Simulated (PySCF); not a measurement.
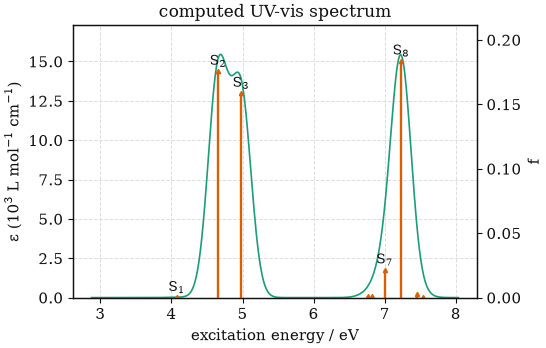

Computed absorption of C₆H₃F₃OS, SMILES O=C(c1cccs1)C(F)(F)F. Vertical TDDFT excitations, ωB97X-D/def2-SVPD with PySCF, at a PBE0-D3(BJ)/def2-SVP geometry (no frequency check), gas phase. The lowest 10 singlet states are shown; each is broadened by a Gaussian of 1/e half-width 0.20 eV. Sticks give oscillator strengths (right axis).

Where is the lowest singlet, and is it bright?

S1 lies at 4.07 eV (304 nm) with f = 0.000, mainly HOMO−2 → LUMO (90 %); it is dark or nearly so.

Does any vertical transition fall in the visible?

No singlet lies below 3.1 eV (beyond 400 nm), so at this level no vertical transition falls in the visible.

List the transitions behind the spectrum.

| state | E (eV) | λ (nm) | f | main character |
| --- | --- | --- | --- | --- |
| S1 | 4.07 | 304 | 0.000 | HOMO−2 → LUMO (90 %) |
| S2 | 4.66 | 266 | 0.176 | HOMO → LUMO (79 %) |
| S3 | 4.98 | 249 | 0.159 | HOMO−1 → LUMO (79 %) |
| S4 | 6.74 | 184 | 0.000 | HOMO → LUMO+2 (45 %) |
| S5 | 6.77 | 183 | 0.001 | HOMO−3 → LUMO (90 %) |
| S6 | 6.82 | 182 | 0.001 | HOMO−1 → LUMO+2 (44 %) |
| S7 | 7.00 | 177 | 0.022 | HOMO → LUMO+1 (63 %) |
| S8 | 7.23 | 171 | 0.184 | HOMO−1 → LUMO+1 (55 %) |
| S9 | 7.46 | 166 | 0.003 | HOMO → LUMO+3 (67 %) |
| S10 | 7.54 | 165 | 0.000 | HOMO−2 → LUMO+1 (65 %) |

Note: one conformer of a flexible molecule; core orbitals are frozen in the response.
